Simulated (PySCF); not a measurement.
Consider C$_{7}$H$_{15}$ClSi (SMILES C[C@]([SiH3])(Cl)CC1CCC1).

```xyz
24

C     2.4756   -1.5585   -0.4838
C     1.5583   -0.5009    0.1107
Si    2.0476    1.2661   -0.4569
Cl    1.8757   -0.4809    1.8966
C     0.1044   -0.9048   -0.1054
C    -0.9407    0.0417    0.4662
C    -2.3866   -0.4916    0.4560
C    -2.8644    0.8538   -0.1063
C    -1.4043    1.2350   -0.3911
H     2.3483   -1.5864   -1.5648
H     2.2435   -2.5449   -0.0822
H     3.5179   -1.3375   -0.2661
H     3.4986    1.3632   -0.3086
H     1.3850    2.2481    0.3915
H     1.6766    1.4219   -1.8657
H    -0.0519   -1.8919    0.3446
H    -0.0534   -1.0070   -1.1831
H    -0.6412    0.3561    1.4669
H    -2.5195   -1.3099   -0.2499
H    -2.7979   -0.7880    1.4184
H    -3.3221    1.4860    0.6516
H    -3.5257    0.8049   -0.9689
H    -1.1383    1.1229   -1.4405
H    -1.0973    2.2223   -0.0547
```

Geometry: GFN2-xTB.

Level of theory: PBE0/pcSseg-1, SCF density, gas phase, non-relativistic (PySCF).

Q: What will maps of the electron density and electron localisation function show?

A: C–C (1.52 Å): ρ is about 1.7 e/Å³ halfway; the ELF peaks at about 0.95 between the atoms (localised, covalent bonding).
C–H (1.09 Å): ρ is about 2 e/Å³ halfway; the ELF climbs to about 1 towards the hydrogen, as it does in any bond to H (a covalent bond by its length).

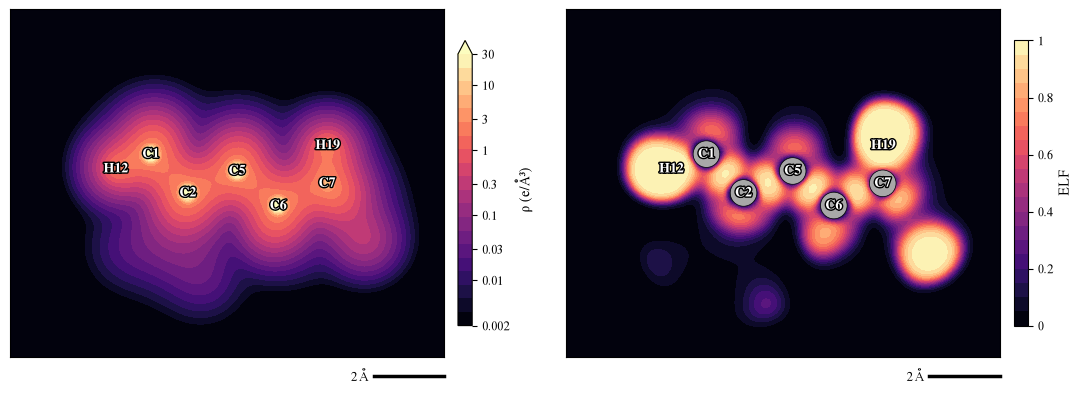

Computed electron density and electron localisation function on the plane of atoms C2, C5 and C6, in this order. Grey discs cover the atomic cores in the ELF map. 
